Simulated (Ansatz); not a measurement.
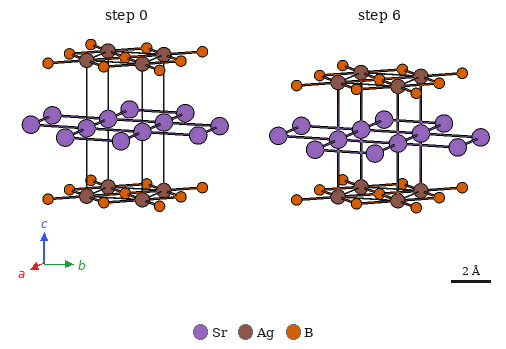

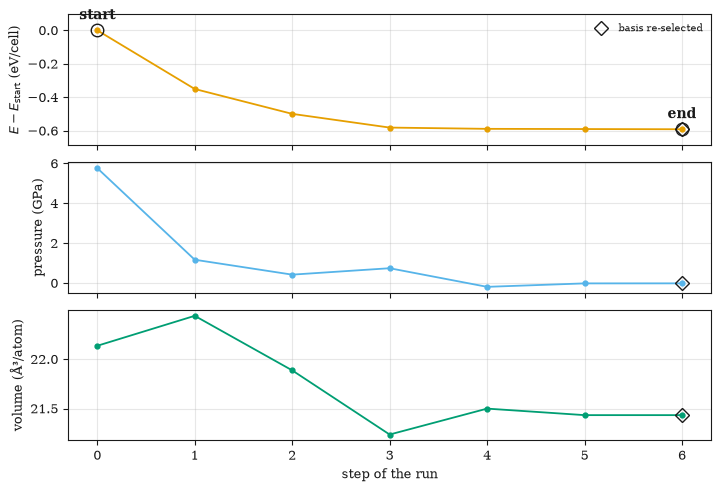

First and last geometry of a relaxation of solid SrAgB (a generated structure, set up in P4/mmm) (coarse preliminary run), with the history of the run. The picture is a ball-and-stick view of the cell of the calculation, seen slightly off an axis.

Theory: Ansatz 0.2.0, DFT PBE, scalar-relativistic, plane waves, PAW. Set-up: plane-wave cutoff 420 eV; k-point mesh 6 × 6 × 4; occupations gaussian; smearing width 0.1 eV; no spin polarisation; cell and atoms relaxed; force threshold 0.04 eV/Å; at most 70 steps.

> Did the run converge, and what did it change?

It converged. No atom moves by more than 0.005 Å relative to the cell. The drawn cell changes as follows: a = b 3.065 → 3.287 Å (+7.2 %), c 7.070 → 5.952 Å (−15.8 %); the volume changes by −3.2 %. Some distances before and after: Ag–Sr 3.535 → 2.976 Å, Sr–Sr 3.065 → 3.287 Å, Ag–B 2.167 → 2.324 Å. The space group stays P4/mmm (No. 123). The energy falls by 0.591 eV per cell of the calculation in 5 accepted moves (6 points after the start). All forces vanish by symmetry, so only the cell relaxes. The pressure goes from 5.76 to −0.02 GPa. The SCF was repeated once at an unchanged geometry on a basis and grid sized afresh for the cell, which shifted the energy by 1.2 meV per cell of the calculation at most.
